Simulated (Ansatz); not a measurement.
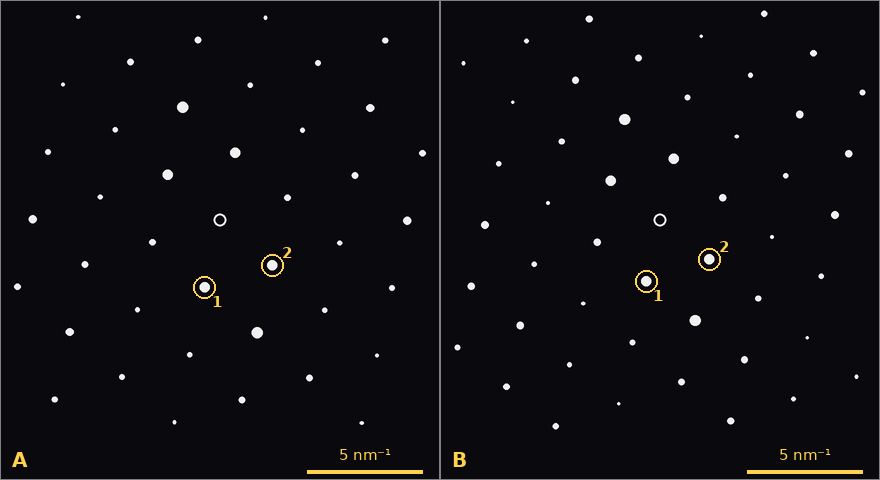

Kinematic electron diffraction patterns (200 kV, B = 0.5 Å², same scale) along [010] of the run's own cell, for the start and the end of one relaxation of Li3Se2 with DFT PBE, scalar-relativistic, plane waves, PAW in Ansatz. k mesh 12×12×12. The start is a generated model structure, and the relaxation ends in the nearest stationary point of its symmetry, not necessarily the ground state. Spot 1 is -1 0 0 and spot 2 is 0 0 1 in both.

Start structure:

```
Li Se
1.0
     1.92739    1.11278    7.98659
    -1.92739    1.11278    7.98659
     0.00000   -2.22556    7.98659
Li Se
3 2
Direct
  0.00000 0.00000 0.00000
  0.21943 0.21943 0.21943
  0.78057 0.78057 0.78057
  0.40517 0.40517 0.40517
  0.59483 0.59483 0.59483
```

Which pattern belongs to the start structure, and which to the relaxed one?

A is the start: its cell gives d(1) = 3.306 Å, d(2) = 3.306 Å and an angle of 61.9°. B is the relaxed structure, with d(1) = 3.636 Å (+10.0 %), d(2) = 3.636 Å (+10.0 %) and 64.1°.

Name reflections whose intensity changes strongly on relaxation.

2 0 2 goes from 14 to 4.9 % of the strongest spot.

Summarise the relaxation behind the change.

The volume changed by -8.2 % to 18.87 Å³ an atom; with the mean shift removed, the atoms moved by up to 0.38 Å relative to the cell (Li most); the space group stayed R-3m (No. 166); the free energy fell by 140 meV an atom. Relaxed cell: a = 6.418 Å, b = 6.418 Å, c = 6.418 Å, α = 39.05°, β = 39.05°, γ = 39.05°.
